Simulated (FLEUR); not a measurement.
# ZnCo3C: which magnetic order is lowest, part 2 of 2

Does ZnCo3C prefer parallel or opposed moments?

FLEUR MaX-R8.1; LDA (VWN); all-electron FLAPW, Dirac cores, scalar-relativistic bands.

So far. Step 2 (Order 1, typed as ferro +++): After 34 cycles the largest moment stands at 0.359 μB.

## 3. Run 2 (ferri ++-)

An opposed order shows whether neighbours prefer unlike signs.

Contents of inp.xml:

```
<?xml version="1.0" encoding="UTF-8" standalone="no"?>
<fleurInput fleurInputVersion="0.39">
   <comment>
      ZnCo3C
   </comment>
   <calculationSetup>
      <cutoffs Kmax="4.4" Gmax="13.2" GmaxXC="13.2" numbands="0"/>
      <scfLoop itmax="90" minDistance="0.00002" maxIterBroyd="15" imix="Anderson" alpha="0.05" precondParam="0.0" spinf="2.0" sdNocoIR="T"/>
      <coreElectrons ctail="T" frcor="F" kcrel="0" coretail_lmax="0"/>
      <xcFunctional name="vwn" relativisticCorrections="F"/>
      <magnetism jspins="2"/>
      <soc l_soc="F" theta="0.0" phi="0.0" spav="F"/>
      <expertModes spex="0" secvar="F"/>
      <geometryOptimization l_f="F" forcealpha="1.0" forcemix="BFGS" epsdisp="0.00001" epsforce="0.00001"/>
      <ldaU l_linMix="F" mixParam="0.05" spinf="1.0"/>
   </calculationSetup>
   <cell>
      <bzIntegration valenceElectrons="67.0" mode="hist" fermiSmearingEnergy="0.00110248">
         <kPointListSelection listName="default-1"/>
         <xi:include xmlns:xi="http://www.w3.org/2001/XInclude" href="kpts.xml"> </xi:include>
      </bzIntegration>
      <xi:include xmlns:xi="http://www.w3.org/2001/XInclude" href="sym.xml"> </xi:include>
      <bulkLattice scale="1.0">
         <bravaisMatrix>
            <row-1>    7.0429230192838732     0.0000000000000000     0.0000000000000000</row-1>
            <row-2>    0.0000000000000000     7.0429230192838732     0.0000000000000000</row-2>
            <row-3>    0.0000000000000000     0.0000000000000000     7.0429230192838732</row-3>
         </bravaisMatrix>
      </bulkLattice>
   </cell>
   <atomSpecies>
      <species name="Zinc (Zn)" element="Zn" atomicNumber="30">
         <mtSphere radius="2.66" gridPoints="879" logIncrement="0.014"/>
         <atomicCutoffs lmax="10" lnonsphr="8"/>
         <electronConfig flipSpins="F">
            <coreConfig>(1s1/2) (2s1/2) (2p1/2) (2p3/2) (3s1/2) (3p1/2) (3p3/2)</coreConfig>
            <valenceConfig>(4s1/2) (3d3/2) (3d5/2)</valenceConfig>
         </electronConfig>
         <energyParameters s="4" p="4" d="3" f="4"/>
      </species>
      <species name="Cobalt (Co2.001" element="Co" atomicNumber="27">
         <mtSphere radius="2.19" gridPoints="725" logIncrement="0.017"/>
         <atomicCutoffs lmax="8" lnonsphr="6"/>
         <electronConfig flipSpins="F">
            <coreConfig>(1s1/2) (2s1/2) (2p1/2) (2p3/2)</coreConfig>
            <valenceConfig>(3s1/2) (3p1/2) (3p3/2) (4s1/2) (3d3/2) (3d5/2)</valenceConfig>
            <stateOccupation state="(3d3/2)" spinUp="1.5005" spinDown="1.2995"/>
            <stateOccupation state="(3d5/2)" spinUp="3.0" spinDown="1.2"/>
         </electronConfig>
         <energyParameters s="4" p="4" d="3" f="4"/>
         <lo type="SCLO" l="0" n="3" eDeriv="0"/>
         <lo type="SCLO" l="1" n="3" eDeriv="0"/>
      </species>
      <species name="Cobalt (Co-2.001" element="Co" atomicNumber="27">
         <mtSphere radius="2.19" gridPoints="725" logIncrement="0.017"/>
         <atomicCutoffs lmax="8" lnonsphr="6"/>
         <electronConfig flipSpins="F">
            <coreConfig>(1s1/2) (2s1/2) (2p1/2) (2p3/2)</coreConfig>
            <valenceConfig>(3s1/2) (3p1/2) (3p3/2) (4s1/2) (3d3/2) (3d5/2)</valenceConfig>
            <stateOccupation state="(3d3/2)" spinUp="1.2995" spinDown="1.5005"/>
            <stateOccupation state="(3d5/2)" spinUp="1.2" spinDown="3.0"/>
         </electronConfig>
         <energyParameters s="4" p="4" d="3" f="4"/>
         <lo type="SCLO" l="0" n="3" eDeriv="0"/>
         <lo type="SCLO" l="1" n="3" eDeriv="0"/>
      </species>
      <species name="Carbon (C)" element="C" atomicNumber="6">
         <mtSphere radius="1.24" gridPoints="411" logIncrement="0.025"/>
         <atomicCutoffs lmax="6" lnonsphr="4"/>
         <electronConfig flipSpins="F">
            <coreConfig>(1s1/2)</coreConfig>
            <valenceConfig>(2s1/2) (2p1/2) (2p3/2)</valenceConfig>
            <stateOccupation state="(2p1/2)" spinUp="0.333333" spinDown="0.333333"/>
            <stateOccupation state="(2p3/2)" spinUp="0.666667" spinDown="0.666667"/>
         </electronConfig>
         <energyParameters s="2" p="2" d="3" f="4"/>
      </species>
   </atomSpecies>
   <atomGroups>
      <atomGroup species="Zinc (Zn)">
         <relPos label="                   1">.0000000000 .0000000000 .0000000000</relPos>
         <force calculate="T" relaxXYZ="TTT"/>
      </atomGroup>
      <atomGroup species="Cobalt (Co2.001">
         <relPos label="                   2">.0000000000 1.000/2.000 1.000/2.000</relPos>
         <relPos label="                   3">1.000/2.000 1.000/2.000 .0000000000</relPos>
         <force calculate="T" relaxXYZ="TTT"/>
      </atomGroup>
      <atomGroup species="Cobalt (Co-2.001">
         <relPos label="                   4">1.000/2.000 .0000000000 1.000/2.000</relPos>
         <force calculate="T" relaxXYZ="TTT"/>
      </atomGroup>
      <atomGroup species="Carbon (C)">
         <relPos label="                   5">1.000/2.000 1.000/2.000 1.000/2.000</relPos>
         <force calculate="T" relaxXYZ="TTT"/>
      </atomGroup>
   </atomGroups>
   <output dos="F" band="F" slice="F">
      <bandDOS minEnergy="-.5*Htr" maxEnergy="0.5*Htr" sigma="0.015" storeEVData="T"/>
      <plotting iplot="0" polar="F">
         <plot TwoD="T" vec1="  1.0  0.0  0.0" vec2="  0.0  1.0  0.0" vec3="  0.0  0.0  1.0" zero="  0.0  0.0  0.0" file="plot"/>
      </plotting>
      <moessbauerParams electricFieldGradient="F" isomerShift="F" coreHyperfine="F" valenceHyperfine="F"/>
   </output>
</fleurInput>
```

Contents of crystal.txt:

```
ZnCo3C
&input film=F cartesian=F /
3.72695436000  0.00000000000  0.00000000000
0.00000000000  3.72695436000  0.00000000000
0.00000000000  0.00000000000  3.72695436000
1.8897261246
1.0 1.0 1.0

5
30 0.00000000000  0.00000000000  0.00000000000
27 0.00000000000  0.50000000000  0.50000000000 : 2.001
27 0.50000000000  0.50000000000  0.00000000000 : 2.001
27 0.50000000000  0.00000000000  0.50000000000 : -2.001
6 0.50000000000  0.50000000000  0.50000000000

&kpt div1=8 div2=8 div3=8 gamma=T /
```

On the command line:

```bash
$ OMP_NUM_THREADS=1 inpgen -f crystal.txt > inpgen.log  # inp.xml is then edited as shown
$ OMP_NUM_THREADS=1 mpirun -n 2 fleur_MPI > fleur.log
```

The program printed:

```text
[banner, memory and clock lines left out]
Welcome to FLEUR        (www.flapw.de)
      MaX-Release 8.1          (www.max-centre.eu)

 ========== k-point set info ==========
 Selected k-point list: default-1
 k-point list type: mesh
 0 x 0 x 0
 Number of k points: 76

 ------------Calculation Setup---------------------------
 Number of PE/node        :            2
 Number of OMP-threads    :            1
 k-points in parallel     :            2
 pe's per k-point         :            1
 No of k-point loops      :           38
 Eigenvalue solver        :       lapack
 Number of basis functions:          550
 Approximate size of matrices (H+S) per k-point:         0.005 GB
 Iteration:     1   Distance:      26.41873756 me/bohr^3
 Iteration:     2   Distance:      20.32741826 me/bohr^3
 Iteration:     3   Distance:      18.02396641 me/bohr^3
 Iteration:     4   Distance:      18.10970747 me/bohr^3
 Iteration:     5   Distance:      18.02544374 me/bohr^3
 Iteration:     6   Distance:      14.38972931 me/bohr^3
 Iteration:     7   Distance:      11.54262066 me/bohr^3
 Iteration:     8   Distance:       9.55275740 me/bohr^3
 Iteration:     9   Distance:       7.16462862 me/bohr^3
 Iteration:    10   Distance:       6.83603584 me/bohr^3
[... 22 iterations left out ...]
 Iteration:    33   Distance:       0.00382265 me/bohr^3
 Iteration:    34   Distance:       0.00133435 me/bohr^3
 Iteration:    35   Distance:       0.00103137 me/bohr^3
 Iteration:    36   Distance:       0.00068624 me/bohr^3
 Iteration:    37   Distance:       0.00027831 me/bohr^3
 Iteration:    38   Distance:       0.00020218 me/bohr^3
 Iteration:    39   Distance:       0.00018229 me/bohr^3
 Iteration:    40   Distance:       0.00019401 me/bohr^3
 Iteration:    41   Distance:       0.00006916 me/bohr^3
 Iteration:    42   Distance:       0.00000970 me/bohr^3

 ********************************************************************
 Run finished successfully
 Stop message:
   all done
 ********************************************************************

--- out.xml (last complete iteration) ---
<iteration numberForCurrentRun="   42" overallNumber="   42">
         [... left out ...]
         <bandgap value="0.0029118505" units="eV"/>
         <sumValenceSingleParticleEnergies value="-40.1638663276" units="Htr"/>
         <FermiEnergy value="0.3753089450" units="Htr"/>
         <valenceDensity>
            <mtCharges spin="1">
               <mtCharge atomType="1" total="5.8335319" s="0.4034229" p="0.4039013" d="4.9849718" f="0.0285589"/>
               <mtCharge atomType="2" total="8.1610216" s="1.1610774" p="3.1928671" d="3.7839817" f="0.0175277"/>
               <mtCharge atomType="3" total="8.1610215" s="1.1610774" p="3.1928671" d="3.7839816" f="0.0175277"/>
               <mtCharge atomType="4" total="0.8218011" s="0.2889773" p="0.5238304" d="0.0081313" f="0.0007570"/>
            </mtCharges>
            <mtCharges spin="2">
               <mtCharge atomType="1" total="5.8645546" s="0.4097591" p="0.4252954" d="4.9878933" f="0.0294332"/>
               <mtCharge atomType="2" total="7.8021189" s="1.1619369" p="3.1967497" d="3.4197874" f="0.0179364"/>
               <mtCharge atomType="3" total="7.8021191" s="1.1619369" p="3.1967497" d="3.4197876" f="0.0179364"/>
               <mtCharge atomType="4" total="0.8422170" s="0.2909909" p="0.5419741" d="0.0084119" f="0.0007456"/>
            </mtCharges>
            <spinDependentCharge spin="1" total="33.9891016" interstitial="2.8507038" mtSpheres="31.1383978"/>
            <spinDependentCharge spin="2" total="33.0108984" interstitial="2.8977699" mtSpheres="30.1131285"/>
            <totalCharge value="67.0000000000"/>
         </valenceDensity>
         [... left out ...]
         <magneticMomentsInMTSpheres units="muBohr">
            <globalMagMoment atomType="1" vec="0.00000   0.00000  -0.03102"/>
            <localMagMoment atomType="1" vec="0.00000   0.00000  -0.03102"/>
            <globalMagMoment atomType="2" vec="0.00000   0.00000   0.35890"/>
            <localMagMoment atomType="2" vec="0.00000   0.00000   0.35890"/>
            <globalMagMoment atomType="3" vec="0.00000   0.00000   0.35890"/>
            <localMagMoment atomType="3" vec="0.00000   0.00000   0.35890"/>
            <globalMagMoment atomType="4" vec="0.00000   0.00000  -0.02042"/>
            <localMagMoment atomType="4" vec="0.00000   0.00000  -0.02042"/>
         </magneticMomentsInMTSpheres>
         [... left out ...]
         <totalEnergy value="    -6004.7773546817" units="Htr">
            <sumOfEigenvalues value="    -3439.1479856740">
               <coreElectrons value="-3398.9841193465"/>
               <valenceElectrons value="-40.1638663276"/>
            </sumOfEigenvalues>
            <densityCoulombPotentialIntegral value="-9209.7794795180"/>
            <densityEffectivePotentialIntegral value="-9535.5713416444"/>
            <chargeDenXCDenIntegral value="-246.1196139211"/>
            <FockExchangeEnergyValence value="0.0000000000"/>
            <FockExchangeEnergyCore value="0.0000000000"/>
         [... left out ...]
            <tkbTimesEntropy value="0.0003981552"/>
            <freeEnergy value="-6004.7777528369"/>
            <extrapolationTo0K value="-6004.7775537593"/>
         </totalEnergy>
         <densityConvergence units="me/bohr^3">
            <chargeDensity spin="1" distance="0.0000053094"/>
            <chargeDensity spin="2" distance="0.0000057292"/>
            <overallChargeDensity distance="0.0000052943"/>
            <spinDensity distance="0.0000096952"/>
         </densityConvergence>
      </iteration>
```

The job ended after 7.7 min (2 MPI ranks of Arm Neoverse V1, shared host; peak memory 0.21 GiB).

Spin moment in the muffin-tin sphere by atom:

```
atom  spin moment in the muffin-tin sphere (μB)
 Zn1                                     -0.031
 Co2                                      0.359
 Co3                                      0.359
 Co4                                      0.359
  C5                                     -0.020
```

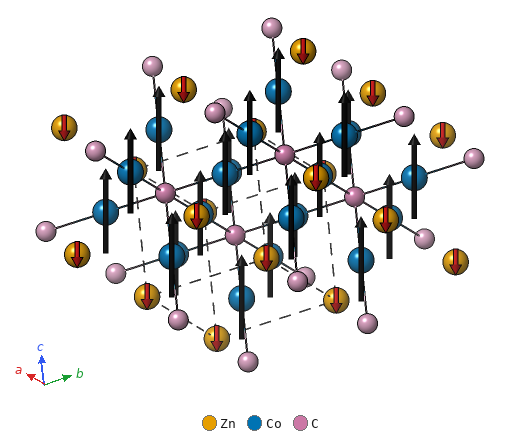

Spin moment in the muffin-tin sphere as arrows, the longest 0.359 μB. Up and down stand for the sign. Arrows give size and sign along the axis of quantisation, drawn up and down the page. Each arrow also spans its atom, so small moments look longer than they are. The two directions have two colours. 2×2×1 cells are drawn. Some periodic images of atoms are drawn too.

Numbers from this step:

- free energy: -163398.3268 eV
- program's band gap on this mesh (in a metal only a level spacing): 0.002912 eV
- magnetization: 0.9782 μB
- final state: ferromagnetic

The typed pattern was not kept: a seeded moment turned or collapsed.

It lies level with the first start, and its largest moment is 0.359 μB against 0.359 μB.

## 4. Start 3: no spin polarisation

A spinless run gives the zero against which the gain from the moments is read.

Changes to inp.xml since step 3:

```diff
@@ -10,3 +10,3 @@
       <xcFunctional name="vwn" relativisticCorrections="F"/>
-      <magnetism jspins="2"/>
+      <magnetism jspins="1"/>
       <soc l_soc="F" theta="0.0" phi="0.0" spav="F"/>
@@ -40,3 +40,3 @@
       </species>
-      <species name="Cobalt (Co2.001" element="Co" atomicNumber="27">
+      <species name="Cobalt (Co)" element="Co" atomicNumber="27">
          <mtSphere radius="2.19" gridPoints="725" logIncrement="0.017"/>
@@ -46,17 +46,4 @@
             <valenceConfig>(3s1/2) (3p1/2) (3p3/2) (4s1/2) (3d3/2) (3d5/2)</valenceConfig>
-            <stateOccupation state="(3d3/2)" spinUp="1.5005" spinDown="1.2995"/>
-            <stateOccupation state="(3d5/2)" spinUp="3.0" spinDown="1.2"/>
-         </electronConfig>
-         <energyParameters s="4" p="4" d="3" f="4"/>
-         <lo type="SCLO" l="0" n="3" eDeriv="0"/>
-         <lo type="SCLO" l="1" n="3" eDeriv="0"/>
-      </species>
-      <species name="Cobalt (Co-2.001" element="Co" atomicNumber="27">
-         <mtSphere radius="2.19" gridPoints="725" logIncrement="0.017"/>
-         <atomicCutoffs lmax="8" lnonsphr="6"/>
-         <electronConfig flipSpins="F">
-            <coreConfig>(1s1/2) (2s1/2) (2p1/2) (2p3/2)</coreConfig>
-            <valenceConfig>(3s1/2) (3p1/2) (3p3/2) (4s1/2) (3d3/2) (3d5/2)</valenceConfig>
-            <stateOccupation state="(3d3/2)" spinUp="1.2995" spinDown="1.5005"/>
-            <stateOccupation state="(3d5/2)" spinUp="1.2" spinDown="3.0"/>
+            <stateOccupation state="(3d3/2)" spinUp="1.400000" spinDown="1.400000"/>
+            <stateOccupation state="(3d5/2)" spinUp="2.100000" spinDown="2.100000"/>
          </electronConfig>
@@ -83,8 +70,5 @@
       </atomGroup>
-      <atomGroup species="Cobalt (Co2.001">
+      <atomGroup species="Cobalt (Co)">
          <relPos label="                   2">.0000000000 1.000/2.000 1.000/2.000</relPos>
          <relPos label="                   3">1.000/2.000 1.000/2.000 .0000000000</relPos>
-         <force calculate="T" relaxXYZ="TTT"/>
-      </atomGroup>
-      <atomGroup species="Cobalt (Co-2.001">
          <relPos label="                   4">1.000/2.000 .0000000000 1.000/2.000</relPos>
```

Contents of crystal.txt:

```
ZnCo3C
&input film=F cartesian=F /
3.72695436000  0.00000000000  0.00000000000
0.00000000000  3.72695436000  0.00000000000
0.00000000000  0.00000000000  3.72695436000
1.8897261246
1.0 1.0 1.0

5
30 0.00000000000  0.00000000000  0.00000000000
27 0.00000000000  0.50000000000  0.50000000000
27 0.50000000000  0.50000000000  0.00000000000
27 0.50000000000  0.00000000000  0.50000000000
6 0.50000000000  0.50000000000  0.50000000000

&kpt div1=8 div2=8 div3=8 gamma=T /
```

The program printed:

```text
[banner, memory and clock lines left out]
Welcome to FLEUR        (www.flapw.de)
      MaX-Release 8.1          (www.max-centre.eu)

 ========== k-point set info ==========
 Selected k-point list: default-1
 k-point list type: mesh
 0 x 0 x 0
 Number of k points: 36

 [... set-up left out ...]
 Iteration:     1   Distance:      26.43231874 me/bohr^3
 Iteration:     2   Distance:      20.83937822 me/bohr^3
 Iteration:     3   Distance:      14.19434454 me/bohr^3
 Iteration:     4   Distance:      11.15912498 me/bohr^3
 Iteration:     5   Distance:       8.02415156 me/bohr^3
[...]
<FermiEnergy value="0.3730747010" units="Htr"/>
         [... left out ...]
         <totalEnergy value="    -6004.7763664838" units="Htr">
            <sumOfEigenvalues value="    -3439.1710657544">
               <coreElectrons value="-3398.9981810413"/>
               <valenceElectrons value="-40.1728847131"/>
            </sumOfEigenvalues>
         [... left out ...]
            <freeEnergy value="-6004.7770791634"/>
            <extrapolationTo0K value="-6004.7767228236"/>
         </totalEnergy>
         <densityConvergence units="me/bohr^3">
            <chargeDensity spin="1" distance="0.0000069590"/>
         </densityConvergence>
      </iteration>
```

Wall time 55 s (2 MPI ranks); peak memory 0.13 GiB.

Numbers from this step:

| Quantity | Value |
| --- | --- |
| free energy | -163398.3084 eV |
| program's band gap on this mesh (in a metal only a level spacing) | 1.71e-4 eV |
| final state | non-magnetic (no spin polarisation) |

It lies 6.11 meV a seeded atom over the first start.

## 5. Ranking

Free energies are divided by the number of seeded atoms.

Orders:

```
               start    final state  typed order kept  energy over the lowest (meV a seeded atom)  largest sphere moment (μB)  net moment (μB a primitive cell)  mesh matched  CPU time (s)
           ferro +++  ferromagnetic               yes                                           0                      0.3589                            0.9782           yes           358
           ferri ++-  ferromagnetic                no                                           0                      0.3589                            0.9782           yes         922.2
no spin polarisation   non-magnetic                 -                                       6.111                           0                                 0           yes         109.8
```

## 6. What came out

| Quantity | Value |
| --- | --- |
| lowest state found | ferromagnetic (typed ferri ++-) |
| largest site spin moment | 0.359 μB |
| next finished state | non-magnetic, 6.11 meV a seeded atom higher |
| energy gained by spin polarisation | 6.11 meV a seeded atom |

In words: The lowest state found is ferromagnetic, reached from the start ferri ++-, with moments up to 0.359 μB. Spin polarisation gains little, as in a weak itinerant magnet. 1 start left the typed pattern (a sign turned, or a seeded moment died or shrank under 0.15 μB), so such an energy belongs to the state reached, not the one typed. This is the lowest of 3 finished starts, no proof of the ground state.

[Logs and program files are shortened in this print: banners, set-up blocks, solver, clock and traceback lines can be left out without a mark of their own.]

[Logs are printed without paths, hosts, clocks, repeated set-up lines and the standing remarks that a program may print on its own settings, such as how far it seeks lower states.]

[Hosts, paths, dates, database ids (printed as entryN), source tags and the programs' standing remarks are cut or masked in the printed files.]

[Where a cell is said to come from a database of computed structures, the database is the Materials Project.]
